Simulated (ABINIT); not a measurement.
## Converging shifted k-point meshes: Au (Fm-3m, 1 atom in the cell)

```xyz
1
Lattice="0.0000 2.0339 2.0339 2.0339 0.0000 2.0339 2.0339 2.0339 0.0000" Properties=species:S:1:pos:R:3 pbc="T T T"
Au     0.0000     0.0000     0.0000
```

Computed with PBEsol, norm-conserving pseudopotentials (PseudoDojo nc-sr-04 PBEsol standard) (plane waves; ABINIT).

Base settings: pseudos = [Au.upf]; ecut = 38 Ha; ixc = -116133; occopt = 3; tsmear = 0.00367493 Ha; ngkpt = 8 8 8; nshiftk = 1; shiftk = 0 0 0; potentials = PseudoDojo nc-sr-04 PBEsol standard; nband = 15.

In this ladder: shiftk = 0.5 0.5 0.5.

Only quantities that move along the ladder and can be compared are tabulated.

The count of work is k-points × plane waves × bands × iterations; it is no time. Core times come from one kind of shared machine, to one figure; runs under 30 s give none.

The starting cell has typed, rounded lattice constants, without a prior relaxation at this level. Its lattice was rescaled by up to half a per cent.

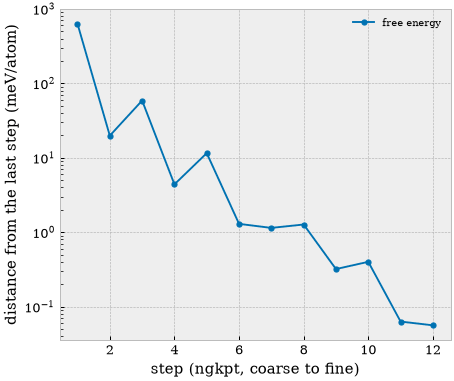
Fig. 1. Distance from the last step along the ladder; very small values are drawn at a floor.

| ngkpt | free energy less the last step's (meV/atom) | pressure (GPa) | count of work / last | core time / last (rough) |
|---|---|---|---|---|
| 2 2 2 | 631.74 | 9.08 | 0.0015 | – |
| 3 3 3 | 19.84 | 1.12 | 0.0040 | – |
| 4 4 4 | 58.76 | 3.54 | 0.0076 | – |
| 5 5 5 | 4.40 | 1.70 | 0.013 | – |
| 6 6 6 | 11.55 | 1.63 | 0.021 | – |
| 7 7 7 | 1.30 | 1.85 | 0.029 | – |
| 8 8 8 | -1.14 | 1.45 | 0.046 | – |
| 10 10 10 | -1.27 | 1.57 | 0.074 | – |
| 12 12 12 | -0.32 | 1.63 | 0.14 | 0.1 |
| 15 15 15 | -0.40 | 1.58 | 0.23 | 0.2 |
| 16 16 16 | -0.06 | 1.57 | 0.31 | 0.4 |
| 20 20 20 | -0.06 | 1.58 | 0.59 | 0.5 |
| 24 24 24 | 0.00 | 1.58 | 1.0 | 1 |

Coarsest ngkpt that holds the free energy within 2 meV/atom of the last step, with all finer ones: 7 7 7, at 0.029 of the last step's count of work; the step before is off by 12 meV/atom.

Coarsest ngkpt that holds the pressure within 0.05 GPa of the last step, with all finer ones: 10 10 10, at 0.074 of the last step's count of work; the step before is off by 0.14 GPa.
